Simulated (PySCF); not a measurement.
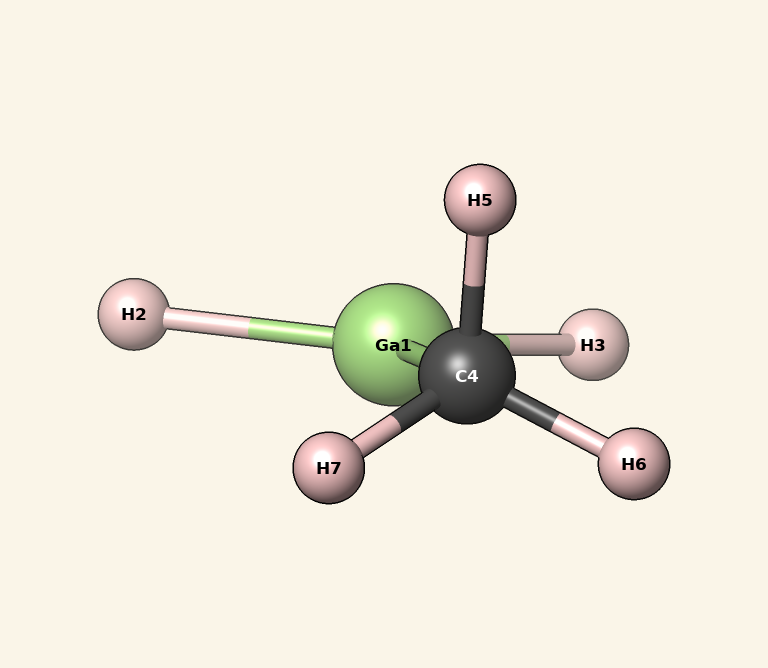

Ga1 lies behind C4. The molecule seen a little off the C4–Ga1 bond, C4 in front. Atoms fade into the background with distance from the viewer. The computed structure is the end point of a PBE0-D3(BJ)/def2-SVP optimisation. No frequency run is at hand to confirm it as a minimum.

What is the torsion angle H5–C4–Ga1–H2? The sign is positive where the front bond must turn clockwise to cover the back bond.

Answer. −85°, about perpendicular.
